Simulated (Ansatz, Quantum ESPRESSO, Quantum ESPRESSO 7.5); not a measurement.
# Screening and band shifts of Ti2CO2 MXene, 1 layer

Aim: how Ti2CO2 MXene, 1 layer screens a field along its normal, and what the field does to its bands.

Main program and level: Quantum ESPRESSO 7.5; plane-wave DFT, LDA, GBRV ultrasoft pseudopotentials (geometry and cross-check by Ansatz 0.2.0 with PAW datasets; geometry under PBE).

## (1) The structure

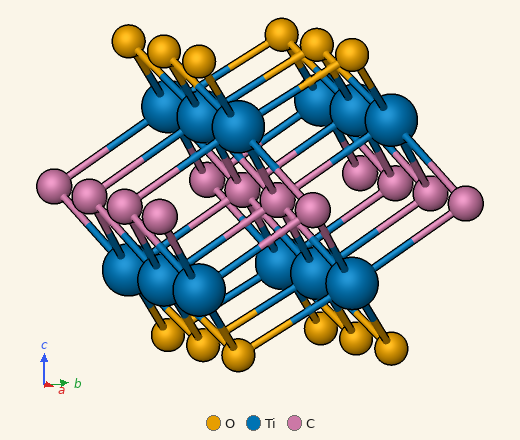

The cell as given, from the side, with the c axis up (oxygen orange, titanium blue, carbon pink). 3×2×1 cells are drawn. Some periodic images of atoms are drawn too.

The cell holds 5 atoms: 2 O, 2 Ti and 1 C. Its edges and angles: a = 3.100 Å, b = 3.100 Å, c = 21.643 Å, α = 90.0°, β = 90.0°, γ = 120.0°. It derives from Ti2CO2. Vacuum lies along c.

This run has no spin polarisation, although Ti can carry a moment. A spin-polarised state was not tried and may lie lower.

## (2) Geometry from Ansatz

A relaxation in Ansatz fixes the structure of this slab for the runs on it.

File input.yaml:

```yaml
crystal:
  lattice:
    - [3.10024, 0.0, 0.0]
    - [-1.55012, 2.6848865978, 0.0]
    - [0.0, 0.0, 21.6430602255]
  atoms:
    - { symbol: O, position: [0.3333333333, 0.6666666667, 0.3927355887] }
    - { symbol: Ti, position: [0.6666666667, 0.3333333333, 0.4434797069] }
    - { symbol: C, position: [0.0, 0.0, 0.5] }
    - { symbol: Ti, position: [0.3333333333, 0.6666666667, 0.5565202931] }
    - { symbol: O, position: [0.6666666667, 0.3333333333, 0.6072644113] }
kpoints:
  mp_grid: { grid: [12, 12, 1] }
hamiltonian:
  xc: pbe
scf:
  occupations: { method: fermi_dirac, width: 0.05 }
  convergence: { dr2_threshold: 1.0e-08 }
efield:
  axis: 3
  dipole_correction: true
  ramp_position: 0.97
  ramp_width: 0.04
relax:
  f_tol: 0.01
  cell: { fix: [c, alpha, beta] }
output:
  write_potential: true
  write_density: true
  volumetric_format: npy
```

Launch:

```console
$ ansatz run input.yaml --threads 4 --pin off --max-ram 8192MiB --backend cpu --events-out ev --progress --plain --runs-dir out
```

Numbers of over 12 decimals in the logs are rounded to 6 here.

The program printed:

```text
Warning: relax.cell: scf.convergence.dr2_threshold = 1e-8 eV is looser than the 5e-10 eV advised for a relaxation that steers and ends on the stress (1e-10 eV for each atom of the cell: 5). What an SCF threshold leaves in a stress goes as its square root, and in the free energy as the threshold itself, and one threshold admits the most on a small cell: [figures from the program's tests cut] Set scf.convergence.dr2_threshold to 5e-10 eV or tighter. The threshold is an SCF's pass mark: one that does not reach it within its budget of iterations ends unconverged, or closes short of it on a stop that the run arms, and scf.convergence.dr2_threshold's page says what that costs each kind of run
Engine: ansatz 0.2.0, aarch64-unknown-linux-gnu
Pseudopotentials: kind: paw
Pseudopotential: O, paw, valence charge 6, recommended cutoff 420 eV (normal), O.paw.azcp
Pseudopotential: Ti, paw, valence charge 12, recommended cutoff 420 eV (normal), Ti.paw.azcp
Pseudopotential: C, paw, valence charge 4, recommended cutoff 420 eV (normal), C.paw.azcp
Functional definition: PBE
  parameter kappa = 0.804
  parameter beta = 0.066725
  exchange = pbe_x(kappa = kappa, mu = beta*pi^2/3)
  correlation = pbe_c(beta = beta)
Crystal: 5 atoms, lattice volume = 180.152 Å³
Basis set: ecut = 420 eV, 3505 PW (Γ), exchange–correlation on 48×48×300 points (8 copies of the dense FFT grid, shifted against one another)
Bands: 25, of which v1, the nominal top of the filled ones, is band 20 counted from 1 (19 counted from 0)
Symmetry: 6 space group operations
k-points: 19 of 144 (time reversal used)
Non-local potential: O, projectors of the file, l = 0: 2, l = 1: 2, l = 2: 1
Non-local potential: Ti, projectors of the file, l = 0: 3, l = 1: 2, l = 2: 3, l = 3: 1
Non-local potential: C, projectors of the file, l = 0: 2, l = 1: 2, l = 2: 1
PAW form: soft (Blöchl's): semilocal exchange-correlation on the pseudo side does not see the compensation charge
PAW one-centre angular grid: O, 110 points (default); XC on 64 Gauss nodes
PAW one-centre angular grid: Ti, 590 points (default); XC on 64 Gauss nodes
PAW one-centre angular grid: C, 110 points (default); XC on 64 Gauss nodes
Initial density: superposition of atomic densities (neutral atoms: chi_scale 0, normalization atom), corrected by the library's trained network
Initial wavefunctions: pseudopotential atomic-orbital guess
Functional: x = pbe(κ = 0.804, μ = 0.219515), c = pbe(β = 0.066725)
SCF iter   1: F=—  HF=-6389.643020 eV  |F-HF|=—  |Δ(HF+E_count)|=         —  Δρ=4.97e-3  dr2=7.65e-2  ethr=1.77e-3  p=0.000 e·Å  D=1.91e-5 V/Å  ΔV_dip=-0.00 eV  dr2_dipole=7.98e-9  V_vac-E_F(+/−)=7.27/7.27 eV  ⟨swp⟩=6.8  Hψ=2344  notcnv=0
efield: sawtooth ramp at fractional position 0.9700 (set: `efield.ramp_position`, or a place that a band, a saddle search or an elastic batch's reference lends), width 0.0400; the density the first Hamiltonian is built on has a dipole p = 0.000 e·Å; the dipole correction subtracts the counter field D = 1.91e-5 V/Å, which shifts the + side's vacuum level by -0.00 eV against the − side's; the planar-averaged density in the ramp window peaks in size at 7.3e-6 e/Å³
preconditioner: auto → none  [insulator: Δε(μ)=0.383 eV  Ē_g=7.944 eV  σ=0.050 eV  W_gap=0.95  n_scr=14 (ndim 8)  ℏωp=13.6 eV  f_vac=0.668  D(μ)=0.04/eV (n_scr^D=0)  ε∞_Penn≈3.9]
SCF iter   2: F=—  HF=-6389.691382 eV  |F-HF|=—  |Δ(HF+E_count)|=   4.84e-2  Δρ=1.34e-2  dr2=5.67e-1  ethr=1.91e-4  p=0.000 e·Å  D=8.24e-5 V/Å  ΔV_dip=-0.00 eV  dr2_dipole=1.11e-6  V_vac-E_F(+/−)=7.64/7.64 eV  ⟨swp⟩=3.6  Hψ=1237  notcnv=0  defer=1  recentre
preconditioner: auto → LDOS  [insulator: Δε(μ)=0.271 eV  Ē_g=7.661 eV  σ=0.050 eV  W_gap=0.86  n_scr=14 (ndim 8)  ℏωp=13.6 eV  f_vac=0.667  D(μ)=0.12/eV (n_scr^D=2)  ε∞_Penn≈4.1  β→1.0]
SCF iter   3: F=—  HF=-6389.632913 eV  |F-HF|=—  |Δ(HF+E_count)|=   5.85e-2  Δρ=3.15e-3  dr2=2.90e-2  ethr=1.91e-4  p=-0.000 e·Å  D=-4.96e-6 V/Å  ΔV_dip=0.00 eV  dr2_dipole=2.33e-8  V_vac-E_F(+/−)=7.34/7.34 eV  ⟨swp⟩=3.2  Hψ=869  notcnv=0  defer=2
SCF iter   4: F=—  HF=-6389.630372 eV  |F-HF|=—  |Δ(HF+E_count)|=   2.54e-3  Δρ=4.48e-4  dr2=3.53e-4  ethr=7.26e-5  p=0.000 e·Å  D=3.32e-6 V/Å  ΔV_dip=-0.00 eV  dr2_dipole=3.62e-10  V_vac-E_F(+/−)=7.41/7.41 eV  ⟨swp⟩=1.7  Hψ=720  notcnv=0  defer=1
SCF iter   5: F=—  HF=-6389.630599 eV  |F-HF|=—  |Δ(HF+E_count)|=   2.26e-4  Δρ=2.20e-4  dr2=8.41e-5  ethr=8.83e-7  p=0.000 e·Å  D=6.23e-6 V/Å  ΔV_dip=-0.00 eV  dr2_dipole=2.66e-10  V_vac-E_F(+/−)=7.41/7.41 eV  ⟨swp⟩=3.6  Hψ=920  notcnv=0  defer=1
SCF iter   6: F=—  HF=-6389.630599 eV  |F-HF|=—  |Δ(HF+E_count)|=   6.58e-7  Δρ=7.90e-5  dr2=1.44e-5  ethr=2.10e-7  p=0.000 e·Å  D=3.40e-6 V/Å  ΔV_dip=-0.00 eV  dr2_dipole=7.95e-12  V_vac-E_F(+/−)=7.41/7.41 eV  ⟨swp⟩=2.2  Hψ=672  notcnv=0  defer=1
SCF iter   7: F=—  HF=-6389.630608 eV  |F-HF|=—  |Δ(HF+E_count)|=   9.01e-6  Δρ=2.42e-5  dr2=7.79e-7  ethr=3.61e-8  p=0.000 e·Å  D=1.12e-6 V/Å  ΔV_dip=-0.00 eV  dr2_dipole=4.43e-12  V_vac-E_F(+/−)=7.41/7.41 eV  ⟨swp⟩=2.6  Hψ=778  notcnv=0  defer=1
SCF iter   8: F=—  HF=-6389.630635 eV  |F-HF|=—  |Δ(HF+E_count)|=   2.68e-5  Δρ=6.44e-6  dr2=7.62e-8  ethr=1.95e-9  p=0.000 e·Å  D=2.75e-6 V/Å  ΔV_dip=-0.00 eV  dr2_dipole=9.87e-11  V_vac-E_F(+/−)=7.41/7.41 eV  ⟨swp⟩=3.1  Hψ=978  notcnv=0  defer=1
SCF iter   9: F=—  HF=-6389.630635 eV  |F-HF|=—  |Δ(HF+E_count)|=   1.68e-8  Δρ=4.11e-6  dr2=3.26e-8  ethr=1.90e-10  p=-0.000 e·Å  D=-7.35e-7 V/Å  ΔV_dip=0.00 eV  dr2_dipole=7.36e-11  V_vac-E_F(+/−)=7.41/7.41 eV  ⟨swp⟩=2.2  Hψ=679  notcnv=0  defer=1
SCF iter  10: F=-6389.630635 eV  HF=-6389.630635 eV  |F-HF|=2.50e-9  |Δ(HF+E_count)|=   2.38e-9  Δρ=2.02e-6  dr2=7.00e-9  ethr=2.50e-11  p=0.000 e·Å  D=1.04e-6 V/Å  ΔV_dip=-0.00 eV  dr2_dipole=1.81e-12  V_vac-E_F(+/−)=7.41/7.41 eV  ⟨swp⟩=8.3  Hψ=3300  notcnv=0
SCF 1 converged in 10 iterations: F = -6389.630635 eV  dr2 = 7.00e-9
  greatest PAW one-centre occupation: 0.999 electrons in one spin orbital (limit 2), on the Ti atom at site 1 (counted from 0), in its partial waves of l = 0
relax step   1: F+E_penalty+E_count = -6389.63063520 eV  Δ(F+E_penalty+E_count) = +0.000e0 eV  max|allowed force component| = 3.653e0 eV/Å  Δτ_max = 0.0000 Å  P = -4.724 GPa  Ω = 180.152 Å³  fix = [c, alpha, beta]  reactions: c -3.157 GPa  (10 SCF iters, accepted)
Crystal: 5 atoms, lattice volume = 172.371 Å³
Basis set: ecut = 420 eV, 3337 PW (Γ), exchange–correlation on 48×48×300 points (8 copies of the dense FFT grid, shifted against one another)
Initial density: handed on by an earlier stage of this run
[...]
relax step   6: F+E_penalty+E_count = -6390.42670410 eV  Δ(F+E_penalty+E_count) = -4.441e-5 eV  max|allowed force component| = 8.875e-5 eV/Å  Δτ_max = 0.0009 Å  P = +0.013 GPa  Ω = 172.169 Å³  energy of the carried Pulay correction = +8.523e-3 eV  fix = [c, alpha, beta]  reactions: c +0.042 GPa  (8 SCF iters, accepted)
[...]
relax step   7: F+E_penalty+E_count = -6390.42052552 eV  Δ(F+E_penalty+E_count) = +6.179e-3 eV  max|allowed force component| = 7.916e-4 eV/Å  Δτ_max = 0.0000 Å  P = -0.056 GPa  Ω = 172.169 Å³  fix = [c, alpha, beta]  reactions: c -0.002 GPa  stress off target by 8.29e-2 GPa on what of the cell is left free  SCF on the basis re-selected at this cell (its energy is not comparable with the rows above)  (8 SCF iters)
[...]
relax step   8: F+E_penalty+E_count = -6390.42076584 eV  Δ(F+E_penalty+E_count) = -2.403e-4 eV  max|allowed force component| = 6.223e-4 eV/Å  Δτ_max = 0.0010 Å  P = +0.004 GPa  Ω = 171.980 Å³  energy of the carried Pulay correction = +1.971e-4 eV  fix = [c, alpha, beta]  reactions: c -0.003 GPa  (7 SCF iters, accepted)
iter 1 solved again at ethr=2.50e-7 eV; its pass at ethr=3.10e-3 eV (dr2=1.00e-4 eV) is discarded
SCF iter   1: F=—  HF=-6390.420537 eV  |F-HF|=—  |Δ(HF+E_count)|=         —  Δρ=4.79e-6  dr2=9.32e-9  ethr=2.50e-7  p=0.000 e·Å  D=2.58e-6 V/Å  ΔV_dip=-0.00 eV  dr2_dipole=1.44e-10  V_vac-E_F(+/−)=5.66/5.66 eV  ⟨swp⟩=4.1  Hψ=3875  notcnv=0
efield: sawtooth ramp at fractional position 0.9700 (set: `efield.ramp_position`, or a place that a band, a saddle search or an elastic batch's reference lends), width 0.0400; the density the first Hamiltonian is built on has a dipole p = 0.000 e·Å; the dipole correction subtracts the counter field D = 2.58e-6 V/Å, which shifts the + side's vacuum level by -0.00 eV against the − side's; the planar-averaged density in the ramp window peaks in size at 3.6e-7 e/Å³
eigensolver tolerance schedule: the retry pair's looser diagonalisation over-reported the residual by 10752.90 of it (diagonalisation noise at 6.62 of the residual, at the tolerance the schedule requests for it); recorded, not acted on — ethr = c·dr2/N_el stays at c = 1.0e-1
preconditioner: auto → none  [insulator: Δε(μ)=0.334 eV  Ē_g=8.632 eV  σ=0.050 eV  W_gap=0.92  n_scr=14 (ndim 8)  ℏωp=13.9 eV  f_vac=0.673  D(μ)=0.07/eV (n_scr^D=0)  ε∞_Penn≈3.6]
SCF iter   2: F=—  HF=-6390.420579 eV  |F-HF|=—  |Δ(HF+E_count)|=   4.22e-5  Δρ=3.05e-6  dr2=1.77e-8  ethr=2.33e-11  p=-0.000 e·Å  D=-6.13e-6 V/Å  ΔV_dip=0.00 eV  dr2_dipole=3.10e-9  V_vac-E_F(+/−)=5.66/5.66 eV  ⟨swp⟩=15.8  Hψ=4444  notcnv=0
SCF iter   3: F=—  HF=-6390.420579 eV  |F-HF|=—  |Δ(HF+E_count)|=   7.03e-9  Δρ=3.33e-6  dr2=9.82e-8  ethr=2.33e-11  p=0.000 e·Å  D=1.67e-5 V/Å  ΔV_dip=-0.00 eV  dr2_dipole=2.37e-8  V_vac-E_F(+/−)=5.66/5.66 eV  ⟨swp⟩=2.0  Hψ=719  notcnv=0  recentre
SCF iter   4: F=—  HF=-6390.420579 eV  |F-HF|=—  |Δ(HF+E_count)|=   7.24e-9  Δρ=1.94e-6  dr2=1.15e-8  ethr=2.33e-11  p=-0.000 e·Å  D=-2.66e-6 V/Å  ΔV_dip=0.00 eV  dr2_dipole=1.77e-9  V_vac-E_F(+/−)=5.66/5.66 eV  ⟨swp⟩=2.0  Hψ=651  notcnv=0
SCF iter   5: F=-6390.420579 eV  HF=-6390.420579 eV  |F-HF|=3.14e-10  |Δ(HF+E_count)|=  4.55e-12  Δρ=7.14e-7  dr2=6.31e-10  ethr=2.33e-11  p=0.000 e·Å  D=7.81e-7 V/Å  ΔV_dip=-0.00 eV  dr2_dipole=1.15e-11  V_vac-E_F(+/−)=5.66/5.66 eV  ⟨swp⟩=7.9  Hψ=3045  notcnv=0
SCF 9 converged in 5 iterations: F = -6390.420579 eV  dr2 = 6.31e-10
relax step   9: F+E_penalty+E_count = -6390.42057939 eV  Δ(F+E_penalty+E_count) = +1.864e-4 eV  max|allowed force component| = 6.032e-4 eV/Å  Δτ_max = 0.0000 Å  P = +0.003 GPa  Ω = 171.980 Å³  fix = [c, alpha, beta]  reactions: c -0.003 GPa  stress off target by 6.28e-3 GPa on what of the cell is left free  SCF on the basis re-selected at this cell (its energy is not comparable with the rows above)  (5 SCF iters)
basis re-selected at this cell: Δ(F+E_penalty+E_count) = +1.864e-4 eV, ΔP = -0.001 GPa vs the last step (what re-selecting the basis moved, of the pressure what is left beyond the Pulay correction that the steps carried, after the strain that the cell walked since its last selection, with what the two solves' SCF thresholds leave and, on support functions, any second-order correction that the steps lacked; it is no m [...]
WARN: The output density's exchange-correlation potential varies sharply where the density is thin. Do not read a vacuum level from v_tot or v_xc, or from such a field of the output density. On a cell that repeats whose density bears no net charge and no dipole along the vacuum's axis use v_es (v_loc + v_h of the components); under efield.dipole_correction with no amplitude use v_es + v_field, which holds any externa [...]
SCF converged after 5 iterations
Free energy (F): -6390.420579 eV
Harris-Foulkes:  -6390.420579 eV  (|F-HF|=3.14e-10)
Internal energy: -6390.419770 eV  (E = F + TS)
E sigma→0 (E₀):  -6390.420175 eV
Entropy (-TS):   -0.000810 eV (-0.162 meV/atom)
Fermi energy:    -0.190729 eV
Dipole field:    D = -0.000004 V/Å  (p = -0.000004 e·Å, saw-weighted, corrected)
Work function:   Φ+ = 5.6617 eV   Φ− = 5.6616 eV
Levels:          The Fermi level and band energies are counted from a zero that moves with the ramp; work functions are not
--- Per-component energies (eV) ---
  E_band       = -816.067901
  E_kinetic    = 984.304261
  E_local      = -38064.570464  (includes V_loc(G=0)·N_el)
  E_nonlocal   = 130.498303
  E_hartree    = 18520.967734
  E_xc         = -393.312279
  E_vxc        = -495.425691  (∫ρ·V_xc dr)
  E_paw        = -2505.960150  (= ΣΔE_a)
  E_vpaw       = -412.814328  (= ΣTr[D̂ρ^β])
  E_aug_tail   = 0.005240  (compensation charges beyond the density's cutoff)
  E_efield     = 0.000000  (sawtooth field / dipole correction)
  E_vefield    = 0.000036  (∫n·V_field dr)
  E_ewald      = 14937.647586
  E_smearing   = -0.000810  (= −TS)
  E_closure    = -0.000000  (closes the sum)
  Σ components = -6390.420579   (vs F -6390.420579, Δ=0.00e0)
--- Forces (eV/Å), atoms counted from 1 ---
  atom   1  O     -0.00000000    -0.00000000     0.00034458
  atom   2  Ti     0.00000000    -0.00000000     0.00058386
  atom   3  C     -0.00000000     0.00000000     0.00002960
  atom   4  Ti    -0.00000000     0.00000000    -0.00060238
  atom   5  O     -0.00000000     0.00000000    -0.00035145
  max |Σ_I F_I| component: 4.21e-6 eV/Å
--- Stress (GPa, compression-positive) ---
        0.006281       0.000000       0.000000
        0.000000       0.006281       0.000000
        0.000000      -0.000000      -0.003136
  P = ⅓ Tr σ = 0.0031 GPa (0.031 kbar)
--- Band table (eV; the first three rows and the last of 19) ---
  k-point 0: bands = [... 16 lower, -4.7963, -1.4460, -0.3265, -0.3265, 0.3134, 0.3134, 1.1231, 1.1231, ... 1 higher]
  k-point 1: bands = [... 16 lower, -4.6239, -1.3318, -1.0694, -0.7944, 0.5091, 0.7695, 1.0328, 1.1596, ... 1 higher]
  k-point 2: bands = [... 16 lower, -4.3237, -2.2238, -1.3586, -1.3102, 0.3650, 1.0069, 1.2956, 1.5832, ... 1 higher]
  k-point 18: bands = [... 16 lower, -4.4117, -3.4502, -3.1442, -3.1442, 0.8161, 1.2371, 1.2371, 2.0383, ... 1 higher]
--- Relaxed structure (7 steps of the walk, 7 accepted, 2 SCFs on fresh bases) ---
  F+E_penalty+E_count = -6390.42057939 eV   max|allowed force component| = 6.032e-4 eV/Å   (the final SCF, on the basis selected at the relaxed cell)
  cell:  # Å, volume = 171.9800 Å³
    - [3.029105, 0, 0]
    - [-1.514553, 2.623282, 0]
    - [0, 0, 21.6430602255]
  atoms:
    - { symbol: O, position: [0.333333, 0.666667, 0.397719] }
    - { symbol: Ti, position: [0.666667, 0.333333, 0.439609] }
    - { symbol: C, position: [0, 0, 0.500000] }
    - { symbol: Ti, position: [0.333333, 0.666667, 0.560391] }
    - { symbol: O, position: [0.666667, 0.333333, 0.602281] }
```

Run time: 22 s. Hardware: 4 threads of Arm Neoverse V2, shared host; peak memory 0.48 GiB.

Step by step:

```
step  energy less that of the first step (eV)  largest force component (eV/Å)  pressure (GPa)  volume (Å³)
   1                                   0.0000                          3.6529           -4.72       180.15
   2                                  -0.7404                          0.7899           -1.83       172.37
   3                                  -0.7566                          0.5729            0.36       174.93
   4                                  -0.7959                          0.0549           -0.05       172.21
   5                                  -0.7960                          0.0285            0.01       172.18
   6                                  -0.7961                          0.0001            0.01       172.17
  7*                                  -0.7899                          0.0008           -0.06       172.17
   8                                  -0.7901                          0.0006            0.00       171.98
  9*                                  -0.7899                          0.0006            0.00       171.98
```

Relaxation steps marked * repeat the geometry before them on a plane-wave basis chosen anew for their cell, so energy and pressure can jump there.

Forces are held to the 6 operations that the run works with; a distortion that breaks them can't arise in this run.

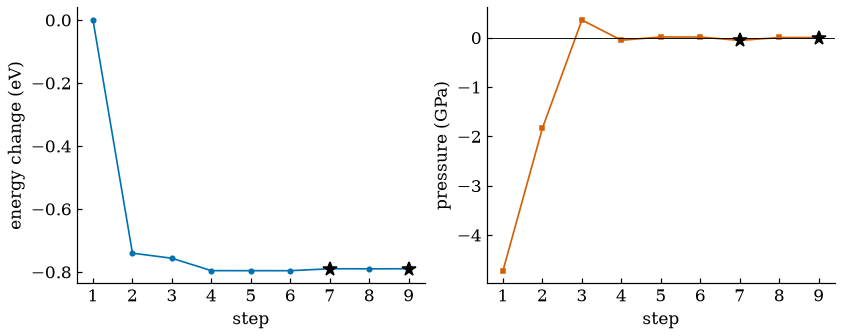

Energy and pressure along the relaxation. Stars mark steps on a basis chosen anew.

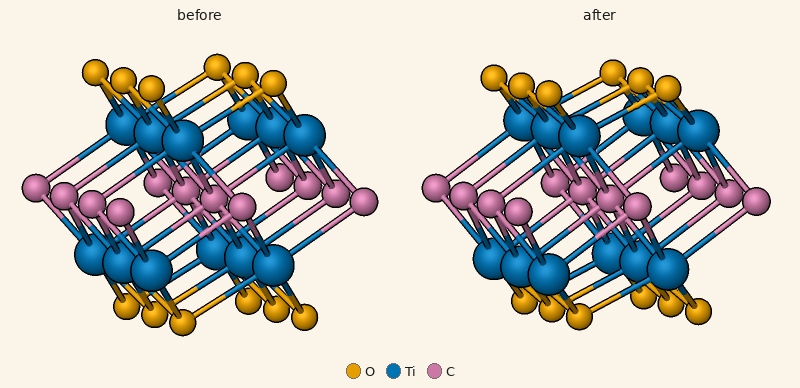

Before and after, at one scale.

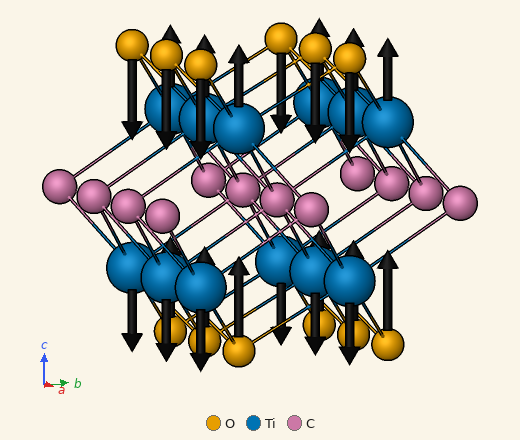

Displacements in the relaxation, exaggerated, measured against the changing cell; the longest in the cell stands for 0.11 Å. 3×2×1 cells are drawn. Some periodic images of atoms are drawn too.

```
cell as run  before  after  change
      a (Å)   3.100  3.029  -2.3 %
      b (Å)   3.100  3.029  -2.3 %
```

The atoms that moved most (Å, along periodic axes as changes of fractional coordinates times the final cell, across vacuum about the mean position):

| atom | dx | dy | dz | length |
| --- | --- | --- | --- | --- |
| O1 | 0.000 | 0.000 | 0.108 | 0.108 |
| O5 | 0.000 | 0.000 | -0.108 | 0.108 |
| Ti4 | 0.000 | 0.000 | 0.084 | 0.084 |
| Ti2 | 0.000 | 0.000 | -0.084 | 0.084 |

Final coordinates:

```cif
data_structure
_symmetry_space_group_name_H-M 'P 1'
_symmetry_Int_Tables_number 1
_cell_length_a 3.0291
_cell_length_b 3.0291
_cell_length_c 21.6431
_cell_angle_alpha 90.000
_cell_angle_beta 90.000
_cell_angle_gamma 120.000
_cell_volume 171.98
loop_
_atom_site_label
_atom_site_type_symbol
_atom_site_fract_x
_atom_site_fract_y
_atom_site_fract_z
_atom_site_occupancy
O1 O 0.33333 0.66667 0.39772 1
Ti2 Ti 0.66667 0.33333 0.43961 1
C3 C 0.00000 0.00000 0.50000 1
Ti4 Ti 0.33333 0.66667 0.56039 1
O5 O 0.66667 0.33333 0.60228 1
```

Read from the output:

| Quantity | Value |
| --- | --- |
| free energy | -6390.4206 eV |
| energy at zero smearing | -6390.4202 eV |
| smearing term TS | 8.10e-4 eV |
| Fermi energy | -0.1907 eV |
| gap by band count | 0.3340 eV |
| symmetry operations | 6 |
| dipole along the normal | -3.93e-6 e·Å |
| vacuum level at the upper face over a Fermi level inside the gap | 5.662 eV |
| vacuum level at the lower face over a Fermi level inside the gap | 5.662 eV |

(Continued in part 2 of 6.)

[Logs are printed without paths, hosts, clocks, repeated set-up lines and the standing remarks that a program may print on its own settings, such as how far it seeks lower states.]

[Hosts, paths, dates, database ids (printed as entryN), source tags and the programs' standing remarks are cut or masked in the printed files.]

[Maps of the electrostatic potential energy from Ansatz leave out the sawtooth potential of an applied field or a dipole correction, so their vacuum need not be flat; planar profiles and work functions include it.]
